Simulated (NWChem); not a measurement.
# AlCl (aluminium monochloride) at r2SCAN/6-311+G(d,p)

Aim: the electronic atomisation energy of AlCl (aluminium monochloride) at r2SCAN/6-311+G**, from 3 runs. 

Program for the calculation: NWChem 7.3.0.

2 further runs of the same task are left out: 1 that didn't finish, 1 set aside as unsound or not needed.

### Step 1. The molecule

AlCl has 2 atoms, charge 0, and is taken as a singlet. SMILES: `[Al][Cl]`. The bond length is the measured one.

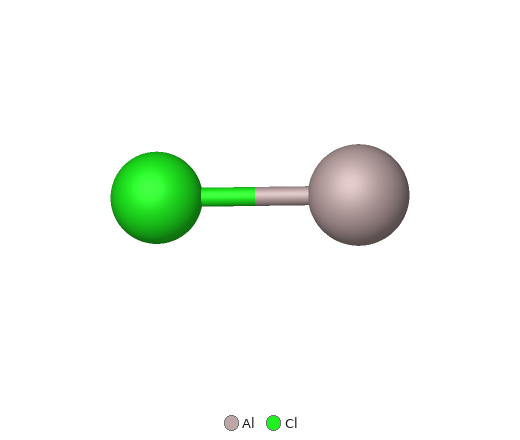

The structure, seen from a chosen angle (aluminium light grey, chlorine green).

### Step 2. The energy at r2SCAN/6-311+G(d,p)

Input file job.nw:

```
start job
memory 2200 mb
geometry units angstroms noautosym nocenter noautoz
   Al     0.000000     0.000000     0.000000
   Cl     0.000000     0.000000     2.130113
end
basis spherical bse
   Al library 6-311+G**
   Cl library 6-311+G**
end
dft
   xc r2scan
   grid fine
   convergence energy 1e-08
   iterations 100
   mulliken
   print low
end
task dft energy
```

Command:

```sh
$ nwchem job.nw > job.out
```

What it wrote:

```text
[...]
 d= 0,ls=0.0,diis     1   -702.5989963681 -7.58D+02  1.69D-02  8.13D-01     0.8
[...]
 d= 0,ls=0.0,diis     8   -702.6318078649 -2.42D-09  4.15D-06  4.57D-08     3.9
         Total DFT energy =     -702.631807864862
      One electron energy =    -1082.096398595614
           Coulomb energy =      371.380432490824
    Exchange-Corr. energy =      -46.818174185128
 Nuclear repulsion energy =       54.902332425056
[...]
      Total Density - Mulliken Population Analysis
     ---------------------------------------------
    Atom       Charge   Shell Charges
 -----------   ------   -------------------------------------------------------
    1 Al  13    12.89   0.79  1.18  0.99  1.00  1.06  1.04  2.12  3.79  0.34  0.37  0.14  0.12 -0.13  0.09
    2 Cl  17    17.11   0.78  1.19  0.90  1.08  1.00  1.05  7.41 -1.51  1.07  3.03  1.46 -0.18 -0.18  0.01
[...]
```

Wall time 5.1 s (1 thread of Intel Xeon 6975P-C (Granite Rapids), shared host); peak memory 0.11 GiB.

### Step 3. The Al atom

Input file al.nw:

```
start al
title "Al r2SCAN"
memory 2200 mb

geometry units angstrom noautosym nocenter noautoz
   Al       0.000000       0.000000       0.000000
end

basis spherical bse
   * library 6-311+G**
end

dft
   xc r2scan
   mult 2
   grid fine
   convergence energy 1e-08
   maxiter 100
   mulliken
   noprint "final vectors analysis"
end

task dft energy
```

Run the same way, it converges to -242.32846 Eh (log not shown).

### Step 4. The Cl atom, same level

Input file job.nw:

```
start job
memory 2200 mb

geometry noautosym nocenter noautoz
Cl       0.000000       0.000000       0.000000
end

basis "ao basis" spherical bse
* library 6-311+G**
end

dft
xc r2scan
mult 2
grid fine
convergence energy 1e-08
maxiter 100
mulliken
noprint "final vectors analysis"
end

task dft energy
```

Command:

```sh
$ nwchem job.nw > job.out
```

What it wrote:

```text
[...]
          Wavefunction type:  spin polarized.
          No. of atoms     :     1
          No. of electrons :    17
[...]
          Charge           :     0
          Spin multiplicity:     2
[...]
          AO basis - number of functions:    30
[...]
              XC Information
              --------------
                      r^2SCAN Method XC Functional
               r^2SCAN metaGGA Exchange Functional  1.000
                     r^2SCAN Correlation Potential  1.000
[...]
 d= 0,ls=0.0,diis     1   -460.1058993020 -4.60D+02  4.25D-03  1.22D-01     0.2
[...]
 d= 0,ls=0.0,diis     7   -460.1142086490 -1.01D-09  1.16D-07  6.65D-12     1.0
[...]
         Total DFT energy =     -460.114208649008
      One electron energy =     -634.872813107642
           Coulomb energy =      202.912143480912
    Exchange-Corr. energy =      -28.153539022278
 Nuclear repulsion energy =        0.000000000000
[...]
      Total Density - Mulliken Population Analysis
     ---------------------------------------------
    Atom       Charge   Shell Charges
 -----------   ------   -------------------------------------------------------
    1 Cl  17    17.00   0.78  1.19  0.90  1.08  1.05  1.01  7.40 -1.50  1.05  2.83  1.30 -0.01 -0.08  0.00
     --------------------------------------------
      Spin Density - Mulliken Population Analysis
     --------------------------------------------
    Atom       Charge   Shell Charges
 -----------   ------   -------------------------------------------------------
    1 Cl  17     1.00   0.00 -0.00  0.00 -0.00  0.01 -0.01  0.04 -0.03  0.19  0.61  0.21 -0.01 -0.02  0.00
[...]
      <S2> =      0.7531 (Exact =     0.7500)
[...]
```

Wall time 2.1 s (1 thread of Intel Xeon 6975P-C (Granite Rapids), shared host); peak memory 0.1 GiB.

### Step 5. Outcome

Level: r2SCAN/6-311+G**.

| quantity | value |
| --- | --- |
| molecule: total energy | -702.63181 Eh |
| Al atom: total energy | -242.32846 Eh |
| Al atom: ⟨S²⟩ | 0.755 |
| Cl atom: total energy | -460.11421 Eh |
| Cl atom: ⟨S²⟩ | 0.753 |
| electronic atomisation energy | 5.147 eV |

What this shows: Taking the molecule apart into free atoms costs 5.15 eV (119 kcal/mol), before zero-point energy and without spin-orbit coupling.
